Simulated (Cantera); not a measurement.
Charge: 1 mol B₂H₆, 45 mol N₂, 82 mol H₂, equilibrated at 2375 K.

These are equilibrium values from Cantera (NASA tables, ideal gas, pure condensed phases), not measurements of a reactor. Candidate condensed phases: B, BN; 15 gas species. The feed counts by its element totals alone. The tables' values for BH₂ are old estimates; treat these amounts as uncertain. Equilibrium is a limit: real reactors are often held back by kinetics, nucleation or transport.

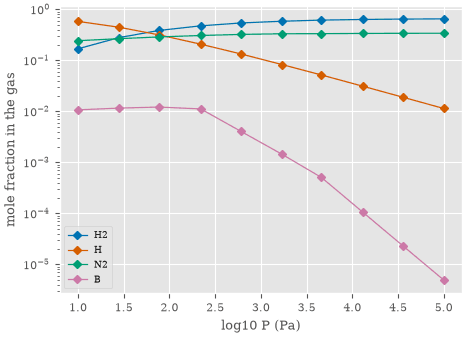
Fig. 1. Equilibrium gas composition (values under 1e-9 drawn at 1e-9)

Question: Read off the mole fractions at 34.5 Torr.

Answer: H₂ about 0.61, N₂ about 0.33, H about 0.052, B about 0.00050.
